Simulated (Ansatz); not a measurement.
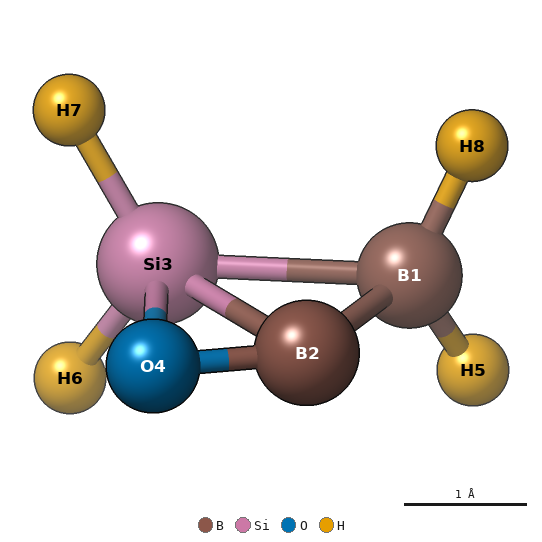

Orthographic view. Atoms fade into the background with distance from the viewer. The geometry was computed by an optimisation with PBE0-D4/def2-TZVP. No frequency run is at hand to confirm it as a minimum.

Write the connection table.

B1: B2, Si3, H5, H8
B2: B1, Si3, O4
Si3: B1, B2, O4, H6, H7
O4: B2, Si3
H5: B1
H6: Si3
H7: Si3
H8: B1
